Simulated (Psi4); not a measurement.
GaNH₂Cl₂: property calculation

System: GaNH₂Cl₂, SMILES [NH2][Ga]([Cl])[Cl].
Method: PBE0/def2-TZVPP, RKS, dispersion D4 (Psi4 1.11).

The geometry was optimised with PBE0/def2-TZVP.

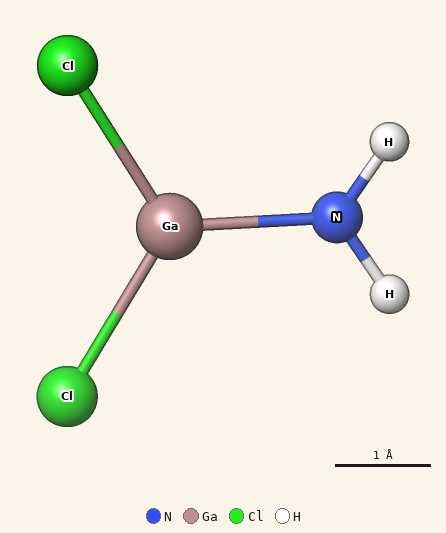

Fig. 1: The structure (ball-and-stick view, seen at an oblique angle). Sticks mark near contacts.

## Key numbers

| quantity | value |
| --- | --- |
| outcome | converged |
| total energy | −2900.789886 hartree |
| dispersion energy | −0.005035 hartree |
| basis functions | 191 |
| HOMO | −8.09 eV |
| LUMO | −1.02 eV |
| dipole moment | 2.63 D |
| hardware | 2 threads of Intel Xeon @ 2.50GHz (Skylake/Cascade Lake), 189 GiB of memory available, shared host |
| wall time | 28 s (CPU time 77 s) |
| peak memory | 1.6 GiB |

## Input file (job.py)
```python
import psi4

psi4.set_memory('3300 MB')
psi4.set_num_threads(2)
psi4.set_output_file('output.dat', False)

molecule = psi4.geometry("""
0 1
N     -0.159682     1.046911    -0.021045
Ga     0.161727    -0.716027     0.005066
Cl     2.093696    -1.462159     0.477890
Cl    -1.394598    -2.112591    -0.369353
H     -1.030008     1.432105    -0.344146
H      0.575585     1.728775     0.048024
units angstrom
symmetry c1
""")

psi4.set_options({
    'basis': 'def2-TZVPP',
    'scf_type': 'df',
    'dft_radial_points': 99,
    'dft_spherical_points': 590,
})

e_tot, wfn = psi4.energy("pbe0-d4", molecule=molecule, return_wfn=True)
psi4.oeprop(wfn, "DIPOLE", "MULLIKEN_CHARGES", "LOWDIN_CHARGES", "WIBERG_LOWDIN_INDICES")
print('E =', round(e_tot, 9))
```

Launch command:
```bash
python job.py
```

## Output
```
Psi4 1.11 release

   => Loading Basis Set <=

    Name: DEF2-TZVPP
    Role: ORBITAL
    Keyword: BASIS

   => PBE0-D4(BJ,EEQ)ATM: Empirical Dispersion <=

        a1 =       0.400856
        a2 =       5.029288
       alp =      16.000000
        s6 =       1.000000
        s8 =       1.200655
        s9 =       1.000000
        ga =       3.000000
        gc =       2.000000
        wf =       6.000000

         ---------------------------------------------------------
                                   SCF
                              RKS Reference
                        2 Threads,   3147 MiB Core
         ---------------------------------------------------------

  ==> Geometry <==

    Molecular point group: c1
    Full point group: C1

    Geometry (in Angstrom), charge = 0, multiplicity = 1:

       Center              X                  Y                   Z               Mass
    ------------   -----------------  -----------------  -----------------  -----------------
         N           -0.372100246387     2.057434421578    -0.043975084807    14.003074004430
         GA          -0.050691246387     0.294496421578    -0.017864084807    68.925573500000
         CL           1.881277753613    -0.451635578422     0.454959915193    34.968852682000
         CL          -1.607016246387    -1.102067578422    -0.392283084807    34.968852682000
         H           -1.242426246387     2.442628421578    -0.367076084807     1.007825032230
         H            0.363166753613     2.739298421578     0.025093915193     1.007825032230

  Running in c1 symmetry.

  Rotational constants: A =      0.13487  B =      0.07199  C =      0.04695 [cm^-1]
  Rotational constants: A =   4043.38100  B =   2158.32488  C =   1407.42389 [MHz]
  Nuclear repulsion =  435.599125986707520

  Charge       = 0
  Multiplicity = 1
  Electrons    = 74
  Nalpha       = 37
  Nbeta        = 37

  ==> Algorithm <==

  SCF Algorithm Type is DF.
  DIIS enabled.
  MOM disabled.
  Fractional occupation disabled.
  Guess Type is SAD.
  Energy threshold   = 1.00e-06
  Density threshold  = 1.00e-06
  Integral threshold = 1.00e-12

  ==> Primary Basis <==

  Basis Set: DEF2-TZVPP
    Blend: DEF2-TZVPP
    Number of shells: 67
    Number of basis functions: 191
    Number of Cartesian functions: 217
    Spherical Harmonics?: true
    Max angular momentum: 3

  ==> DFT Potential <==

   => LibXC <=

    Version 7.1.2

   => Composite Functional: PBE0-D4BJEEQATM <=

    PBE0-d4bjeeqatm Hyb-GGA Exchange-Correlation Functional

    Deriv               =              1
    GGA                 =           TRUE
    Meta                =          FALSE

    Exchange Hybrid     =           TRUE
    MP2 Hybrid          =          FALSE

   => Exchange Functionals <=

    0.7500   Perdew, Burke & Ernzerhof

   => Exact (HF) Exchange <=

    0.2500               HF

   => Correlation Functionals <=

    1.0000   Perdew, Burke & Ernzerhof

   => LibXC Density Thresholds  <==

    XC_HYB_GGA_XC_PBEH:  1.00E-15

   => Molecular Quadrature <=

    Radial Scheme          =       TREUTLER
    Pruning Scheme         =           NONE
    Nuclear Scheme         =       TREUTLER

    Blocking Scheme        =         OCTREE
    BS radius alpha        =              1
    Pruning alpha          =              1
    Radial Points          =             99
    Spherical Points       =            590
    Total Points           =         330801
    Total Blocks           =           2480
    Max Points             =            256
    Max Functions          =            174
    Weights Tolerance      =       1.00E-15

   => Loading Basis Set <=

    Name: (DEF2-TZVPP AUX)
    Role: JKFIT
    Keyword: DF_BASIS_SCF

  ==> Integral Setup <==

  DFHelper Memory: AOs need 0.169 GiB; user supplied 1.148 GiB.
  SCF_SUBTYPE=INCORE selected. In-core MEM_DF algorithm will be used.
  Using in-core AOs.

  ==> MemDFJK: Density-Fitted J/K Matrices <==

    J tasked:                   Yes
    K tasked:                   Yes
    wK tasked:                   No
    Memory [MiB]:              1175
    Algorithm:                 Core
    Schwarz Cutoff:           1E-12
    Mask sparsity (%):       9.3802
    Fitting Condition:        1E-10

   => Auxiliary Basis Set <=

  Basis Set: (DEF2-TZVPP AUX)
    Blend: DEF2-UNIVERSAL-JKFIT
    Number of shells: 173
    Number of basis functions: 635
    Number of Cartesian functions: 814
    Spherical Harmonics?: true
    Max angular momentum: 5

  Cached 100.0% of DFT collocation blocks in 1.157 [GiB].

  Minimum eigenvalue in the overlap matrix is 1.0231798678E-03.
  Reciprocal condition number of the overlap matrix is 1.5900538902E-04.
    Using symmetric orthogonalization.

  ==> Pre-Iterations <==

  SCF Guess: Superposition of Atomic Densities via on-the-fly atomic UHF (no occupation information).

   -------------------------
    Irrep   Nso     Nmo
   -------------------------
     A        191     191
   -------------------------
    Total     191     191
   -------------------------

  ==> Iterations <==

                           Total Energy        Delta E     RMS |[F,P]|

   @DF-RKS iter SAD: -2897.40639204669287   -2.89741e+03   0.00000e+00
   @DF-RKS iter   1: -2898.54617243599523   -1.13978e+00   1.77318e-02 ADIIS/DIIS
   @DF-RKS iter   2: -2842.37582661919623    5.61703e+01   5.30588e-02 ADIIS/DIIS
   @DF-RKS iter   3: -2900.33512768711944   -5.79593e+01   5.18933e-03 ADIIS/DIIS
   @DF-RKS iter   4: -2900.40769205521701   -7.25644e-02   5.07657e-03 ADIIS/DIIS
   @DF-RKS iter   5: -2900.78213734363135   -3.74445e-01   5.62046e-04 ADIIS/DIIS
   @DF-RKS iter   6: -2900.78891768294488   -6.78034e-03   2.42128e-04 ADIIS/DIIS
   @DF-RKS iter   7: -2900.78980009051338   -8.82408e-04   7.80511e-05 DIIS
   @DF-RKS iter   8: -2900.78988309481565   -8.30043e-05   1.45719e-05 DIIS
   @DF-RKS iter   9: -2900.78988574849518   -2.65368e-06   3.06458e-06 DIIS
   @DF-RKS iter  10: -2900.78988587714048   -1.28645e-07   8.22642e-07 DIIS
  Energy and wave function converged.

  ==> Post-Iterations <==

   Electrons on quadrature grid:
      Ntotal   =   74.0000020594 ; deviation = 2.059e-06

    Orbital Energies [Eh]
    ---------------------

    Doubly Occupied:

       1A   -372.943831     2A   -101.698931     3A   -101.698914
       4A    -46.087535     5A    -40.802681     6A    -40.799419
       7A    -40.797915     8A    -14.388614     9A     -9.525522
      10A     -9.525504    11A     -7.257196    12A     -7.257178
      13A     -7.252726    14A     -7.252709    15A     -7.252139
      16A     -7.252122    17A     -5.604334    18A     -3.876602
      19A     -3.870194    20A     -3.866564    21A     -0.923732
      22A     -0.912228    23A     -0.909565    24A     -0.901106
      25A     -0.898473    26A     -0.856801    27A     -0.829671
      28A     -0.817820    29A     -0.520965    30A     -0.499330
      31A     -0.413180    32A     -0.389572    33A     -0.360791
      34A     -0.343664    35A     -0.341016    36A     -0.334441
      37A     -0.297287

    Virtual:

      38A     -0.037493    39A     -0.018031    40A      0.041896
      41A      0.073211    42A      0.096494    43A      0.119880
      44A      0.139696    45A      0.184094    46A      0.190177
      47A      0.197619    48A      0.197634    49A      0.210856
      50A      0.232641    51A      0.260298    52A      0.314379
      53A      0.341312    54A      0.356149    55A      0.361129
      56A      0.370650    57A      0.387147    58A      0.390557
      59A      0.418419    60A      0.426876    61A      0.439729
      62A      0.460000    63A      0.466678    64A      0.499816
      65A      0.503436    66A      0.512346    67A      0.524036
      68A      0.548225    69A      0.579920    70A      0.581238
      71A      0.603939    72A      0.634703    73A      0.685882
      74A      0.723067    75A      0.788475    76A      0.831411
      77A      0.844728    78A      0.883519    79A      0.900379
      80A      0.916775    81A      0.947231    82A      0.970762
      83A      1.002821    84A      1.034662    85A      1.060729
      86A      1.092104    87A      1.092229    88A      1.132143
      89A      1.158418    90A      1.163011    91A      1.233763
      92A      1.240188    93A      1.294879    94A      1.340818
      95A      1.503473    96A      1.550180    97A      1.563697
      98A      1.630551    99A      1.740747   100A      1.753144
     101A      1.774546   102A      1.778507   103A      1.791004
     104A      1.854897   105A      1.862592   106A      1.890984
     107A      1.899819   108A      1.938241   109A      1.969275
     110A      2.076103   111A      2.091439   112A      2.093469
     113A      2.094419   114A      2.097250   115A      2.099481
     116A      2.113802   117A      2.150517   118A      2.150616
     119A      2.193449   120A      2.205427   121A      2.217043
     122A      2.221446   123A      2.251857   124A      2.257712
     125A      2.263501   126A      2.280854   127A      2.283965
     128A      2.290221   129A      2.307797   130A      2.325261
     131A      2.444716   132A      2.530705   133A      2.532531
     134A      2.579470   135A      2.618115   136A      2.744517
     137A      2.802399   138A      2.900765   139A      2.986356
     140A      2.989463   141A      3.159529   142A      3.178517
     143A      3.257729   144A      3.307197   145A      3.367759
     146A      3.465407   147A      3.553083   148A      3.660082
     149A      3.778898   150A      3.871975   151A      3.909717
     152A      3.953843   153A      4.089670   154A      4.106070
     155A      4.183003   156A      4.253120   157A      4.391750
     158A      4.470686   159A      4.483597   160A      4.571489
     161A      4.701622   162A      4.781679   163A      4.936900
     164A      5.340330   165A      5.506116   166A      5.614459
     167A      5.640160   168A      5.709575   169A      5.718523
     170A      6.120838   171A      6.455101   172A      6.495512
     173A      8.070443   174A      8.081771   175A      8.089990
     176A      8.094024   177A      8.159661   178A      8.167933
     179A      8.193003   180A      8.214734   181A      8.225607
     182A      8.245513   183A     10.769214   184A     10.775939
     185A     10.781228   186A     10.809927   187A     11.067399
     188A     11.157451   189A     24.847610   190A     25.079509
     191A     32.610591

    Final Occupation by Irrep:
              A
    DOCC [    37 ]
    NA   [    37 ]
    NB   [    37 ]

  @DF-RKS Final Energy: -2900.78988587714048

   => Energetics <=

    Nuclear Repulsion Energy =            435.5991259867075200
    One-Electron Energy =               -4899.9872377631236304
    Two-Electron Energy =                1668.3614830060482745
    DFT Exchange-Correlation Energy =    -104.7582217106795213
    Empirical Dispersion Energy =          -0.0050353960931324
    VV10 Nonlocal Energy =                  0.0000000000000000
    Total Energy =                      -2900.7898858771404775

Computation Completed

Properties will be evaluated at   0.000000,   0.000000,   0.000000 [a0]

Properties computed using the SCF density matrix

 Multipole Moments:

 ------------------------------------------------------------------------------------
     Multipole            Electronic (a.u.)      Nuclear  (a.u.)        Total (a.u.)
 ------------------------------------------------------------------------------------

 L = 1.  Multiply by 2.5417464519 to convert [e a0] to [Debye]
 Dipole X            :          0.5936689           -0.7425570           -0.1488881
 Dipole Y            :         -3.3348959            4.3471320            1.0122362
 Dipole Z            :          0.0980196           -0.2609490           -0.1629295
 Magnitude           :                                                    1.0360192

 ------------------------------------------------------------------------------------

	total time  =         24 seconds =       0.40 minutes

Properties will be evaluated at   0.000000,   0.000000,   0.000000 [a0]
OEProp: No title given, name of density matrix used for the following properties is 'SCF density'

 Multipole Moments:

 ------------------------------------------------------------------------------------
     Multipole            Electronic (a.u.)      Nuclear  (a.u.)        Total (a.u.)
 ------------------------------------------------------------------------------------

 L = 1.  Multiply by 2.5417464519 to convert [e a0] to [Debye]
 Dipole X            :          0.5936689           -0.7425570           -0.1488881
 Dipole Y            :         -3.3348959            4.3471320            1.0122362
 Dipole Z            :          0.0980196           -0.2609490           -0.1629295
 Magnitude           :                                                    1.0360192

 ------------------------------------------------------------------------------------
  Mulliken Charges: (a.u.)
   Center  Symbol    Alpha    Beta     Spin     Total
       1     N     3.70920  3.70920  0.00000 -0.41840
       2    GA    15.20170 15.20170  0.00000  0.59660
       3    CL     8.63238  8.63238  0.00000 -0.26475
       4    CL     8.63236  8.63236  0.00000 -0.26472
       5     H     0.41218  0.41218  0.00000  0.17565
       6     H     0.41219  0.41219  0.00000  0.17563

   Total alpha = 37.00000, Total beta = 37.00000, Total charge =  0.00000

  Lowdin Charges: (a.u.)
   Center  Symbol    Alpha    Beta     Spin     Total
       1     N     3.44725  3.44725  0.00000  0.10550
       2    GA    15.70024 15.70024  0.00000 -0.40048
       3    CL     8.39957  8.39957  0.00000  0.20086
       4    CL     8.39956  8.39956  0.00000  0.20088
       5     H     0.52670  0.52670  0.00000 -0.05340
       6     H     0.52668  0.52668  0.00000 -0.05335

  Total alpha = 37.00000, Total beta = 37.00000, Total charge =  0.00000

  Wiberg Bond Indices using Orthogonal Lowdin Orbitals:

  Irrep: 1 Size: 6 x 6

                 1                   2                   3                   4                   5

    1     0.00000000000000     1.40171595306108     0.05439057792877     0.05433779125033     1.16010435601038
    2     1.40171595306108     0.00000000000000     1.85791513839489     1.85802042360318     0.16033892649200
    3     0.05439057792877     1.85791513839489     0.00000000000000     0.05525641849941     0.00916631538487
    4     0.05433779125033     1.85802042360318     0.05525641849941     0.00000000000000     0.00643134149529
    5     1.16010435601038     0.16033892649200     0.00916631538487     0.00643134149529     0.00000000000000
    6     1.15996382908560     0.16051919145845     0.00645094981526     0.00915574475249     0.12899287697418

                 6

    1     1.15996382908560
    2     0.16051919145845
    3     0.00645094981526
    4     0.00915574475249
    5     0.12899287697418
    6     0.00000000000000

  Atomic Valences:

 #  #
 Irrep: 1
      1:    3.830512507336156
      2:    5.438509633009604
      3:    1.983179400023191
      4:    1.983201719600701
      5:    1.465033816356719
      6:    1.465082592085980
```

## Standard output
```
E = -2900.789885877
```

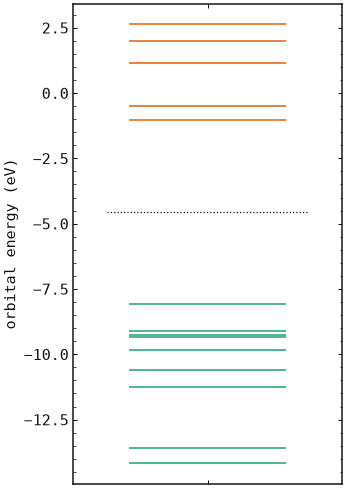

Fig. 2: Orbital energies near the frontier; the dotted line parts filled from empty levels, and levels within 0.02 eV of each other stand side by side. Highest filled −8.09 eV, lowest empty −1.02 eV, 7.07 eV apart.

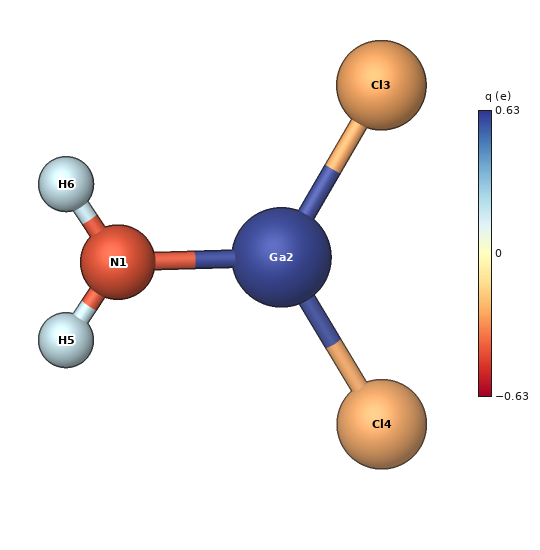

Fig. 3: Mulliken charges, as the colour of each atom (ball-and-stick view, seen at a tilt; atoms are numbered from 1 in the order of the input). By element: N −0.42, Ga +0.60, Cl −0.26 and H +0.18 e.
